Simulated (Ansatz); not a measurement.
# ClH3Si···ClH3Si: what the fields show

```yaml
atoms:
  - { symbol: Si, position_ang: [-1.3612, 0.9645, -1.3828] }
  - { symbol: Si, position_ang: [1.3604, -1.0435, 1.3250] }
  - { symbol: H, position_ang: [-0.5191, -0.1456, -1.8812] }
  - { symbol: H, position_ang: [-2.5944, 1.0801, -2.1954] }
  - { symbol: Cl, position_ang: [-1.9256, 0.5350, 0.5499] }
  - { symbol: H, position_ang: [-0.6163, 2.2420, -1.3875] }
  - { symbol: Cl, position_ang: [1.9382, 0.6607, 0.3249] }
  - { symbol: H, position_ang: [0.6307, -0.6505, 2.5498] }
  - { symbol: H, position_ang: [0.5002, -1.8444, 0.4257] }
  - { symbol: H, position_ang: [2.5870, -1.7984, 1.6715] }
```

The product side of a reaction path; geometry: PBE0-D4/def2-TZVP.

Level of theory: Ansatz 0.2.0, RKS PBE0-D4/def2-TZVPP.

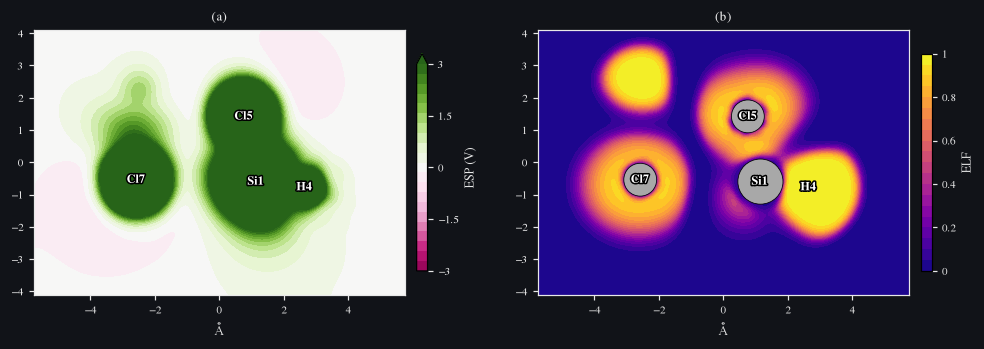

Figure 1. (a) molecular electrostatic potential; (b) electron localisation function on the plane of atoms H4, Si1 and Cl5. Grey discs cover the atomic cores in the ELF map.

What do the fields say about this system?

Atoms in the plane: Si, H and Cl.
Si1···Cl7 (3.73 Å): the ELF dips to about 0 between them; a weak contact between the two molecules.
Si–Cl (2.06 Å): the ELF peaks at about 0.85 between the atoms, as expected for a shared but strongly polarised pair.
Si–H (1.48 Å): the ELF climbs to about 1 towards the hydrogen, as it does in any bond to H.
The ELF also peaks beside Cl7 and Cl5, away from the bonds: lone-pair regions.
Outside the dense part of the complex the potential is most negative (−0.4 V) near Cl5 and Cl7.

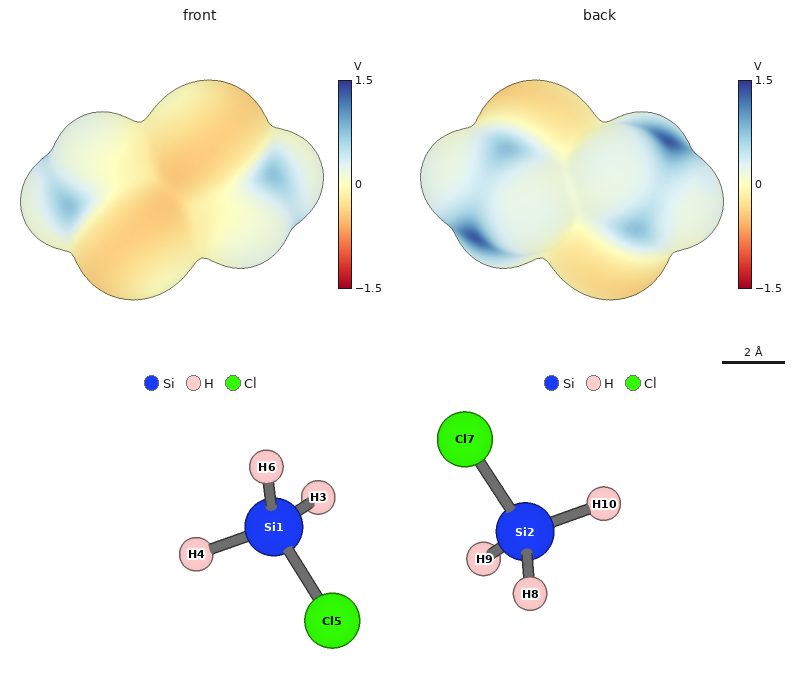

Figure 2. The electrostatic potential painted on the density surface at 0.001 e/bohr³, seen from the front and from behind; red is negative and blue positive. The bare structure is drawn below in the same view.

Describe the electrostatic potential map.

The most negative region (about −0.4 V, or −9 kcal/mol for a unit charge) lies over Cl5 and Cl7, the most positive (about +1.2 V, or +28 kcal/mol for a unit charge) over Si1 and Si2.

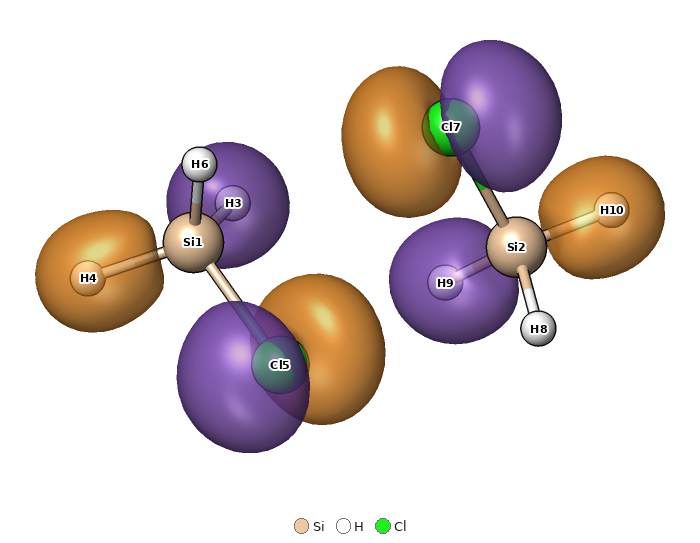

Figure 3. The HOMO at ±0.1 Å⁻³ᐟ² (orange and purple are the two phases), seen at a tilt.

Describe this orbital and give its energy.

By Hirshfeld shares it lies mainly on Cl7 (about 30 %), Cl5 (about 30 %), Si1 (about 10 %), Si2 (about 10 %), H3 (about 5 %) and H9 (about 5 %). Its energy is −8.95 eV.
